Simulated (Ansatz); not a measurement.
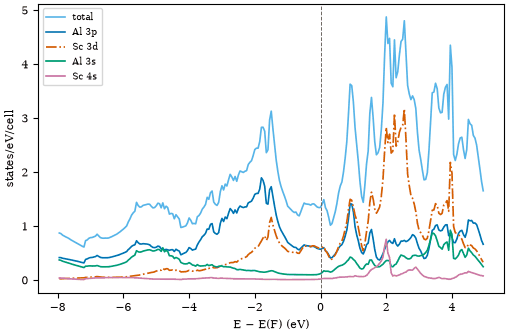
Total and projected density of states of ScAl₃ (Cu3Au type, Pm-3m), DFT-PBE in the program Ansatz with PAW potentials

Task: Which orbitals carry the states next to the Fermi level?

Result: Within 0.5 eV of the Fermi level: Al 3p 42 %, Sc 3d 42 %, Al 3s 10 %. Projections are on Löwdin-orthogonalised atomic valence shells; empty p or d shells of many metals are not among them.

Task: Where is the tallest occupied peak in this window, and what makes it?

Result: Near -1.5 eV, about 3.1 states/eV per cell; the largest projected share is Al 3p.

Symmetry was held in the PBE relaxation. The run is not spin-polarised.

Potentials: the later of the program's two PAW sets.
